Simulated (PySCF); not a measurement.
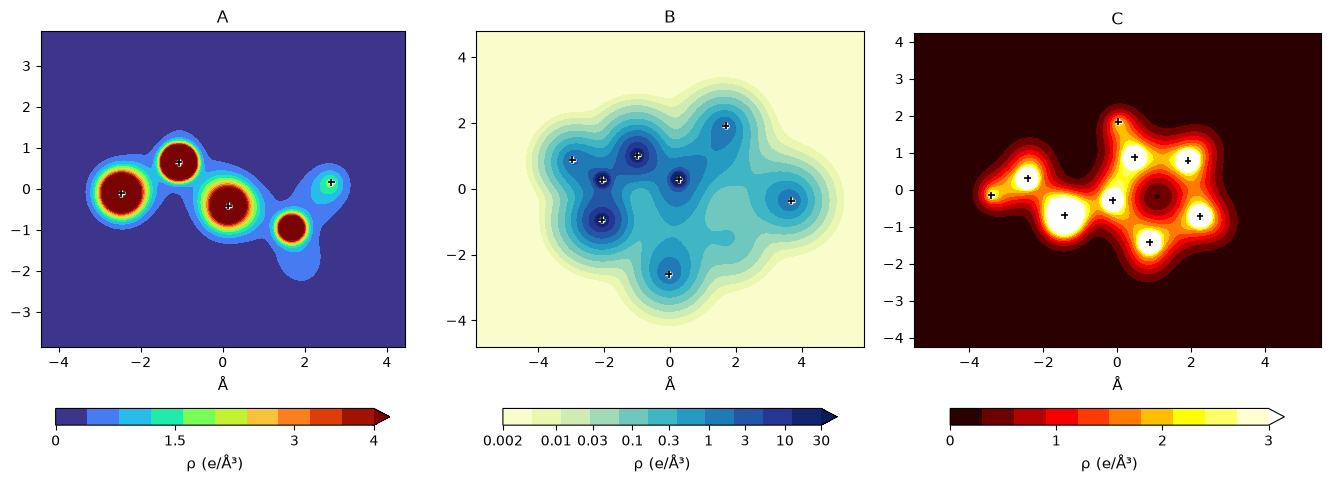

The electron density of 3 systems, each on a plane through atoms (crosses mark nuclei in the plane).

Computed with PySCF, PBE0/pcSseg-1, SCF density, gas phase, non-relativistic.

System 1: F3H3OSi2 ((F)3Si-O-SiH3), the plane of atoms F4, Si1 and O5. Geometry: PBE0-D3(BJ)/def2-SVP.

```xyz
9

Si    0.0466    1.4135   -0.6562
F     1.4862    1.7063   -1.2768
F    -0.9661    1.1696   -1.8656
F    -0.4255    2.7197    0.1236
O     0.0888    0.1523    0.3310
Si   -0.0053   -1.4644    0.7394
H     0.7302   -1.6505    2.0179
H    -1.4377   -1.8358    0.9028
H     0.6156   -2.2801   -0.3417
```

System 2: C3H7ClO3Si2, the plane of atoms C2, O3 and C4. Geometry: GFN2-xTB.

```xyz
16

O     2.3980    1.2899    0.2734
C     2.4678    0.5415   -0.6723
O     1.6160   -0.3889   -0.9646
C     0.5132   -0.5206   -0.0427
C    -0.7266   -1.0542   -0.7464
Si   -2.1857   -0.6027    0.4101
O    -1.4885    0.6318    1.2167
Si    0.0589    1.1123    0.8854
Cl   -0.1469    2.7035   -0.3042
H     3.2906    0.5739   -1.4004
H     0.8425   -1.2467    0.7103
H    -0.6279   -2.1150   -0.9698
H    -0.8341   -0.5351   -1.7004
H    -3.3355   -0.0761   -0.3096
H    -2.4634   -1.6342    1.4021
H     0.6139    1.3293    2.2011
```

System 3: C6H10O (SMILES COC1=CCCC1), the plane of atoms C5, C6 and C7. Geometry: GFN2-xTB, MD frame at 250 fs, 300 K.

```yaml
atoms:
  - { symbol: C, position_ang: [2.3599, -0.3001, -0.1884] }
  - { symbol: O, position_ang: [1.3355, 0.6979, -0.2302] }
  - { symbol: C, position_ang: [0.0599, 0.2883, -0.0017] }
  - { symbol: C, position_ang: [-0.5082, -0.8811, 0.1484] }
  - { symbol: C, position_ang: [-1.9344, -0.8029, 0.3845] }
  - { symbol: C, position_ang: [-2.2604, 0.6958, 0.4646] }
  - { symbol: C, position_ang: [-0.9166, 1.4052, 0.2812] }
  - { symbol: H, position_ang: [3.3254, 0.1594, -0.3436] }
  - { symbol: H, position_ang: [2.2793, -0.7814, 0.8445] }
  - { symbol: H, position_ang: [2.2145, -1.0261, -0.9611] }
  - { symbol: H, position_ang: [-0.0921, -1.8350, -0.0773] }
  - { symbol: H, position_ang: [-2.1817, -1.1957, 1.3643] }
  - { symbol: H, position_ang: [-2.5082, -1.2915, -0.3511] }
  - { symbol: H, position_ang: [-2.9804, 1.0163, -0.3067] }
  - { symbol: H, position_ang: [-2.5834, 1.0396, 1.4688] }
  - { symbol: H, position_ang: [-1.0154, 2.1473, -0.5386] }
  - { symbol: H, position_ang: [-0.5995, 2.0705, 1.1431] }
```

Match each panel to its system.

Answer. Panel A is system 1, F3H3OSi2: the plane holds Si, F, O and H. Si–F (1.59 Å): the density is about 1.1 e/Å³ at the midpoint. Panel B is system 2, C3H7ClO3Si2: the plane holds O, C and H. C–O (1.21 Å): the density is about 3.3 e/Å³ at the midpoint. Panel C is system 3, C6H10O: the plane holds C, O and H. C–C (1.31 Å): the density is about 2.4 e/Å³ at the midpoint.
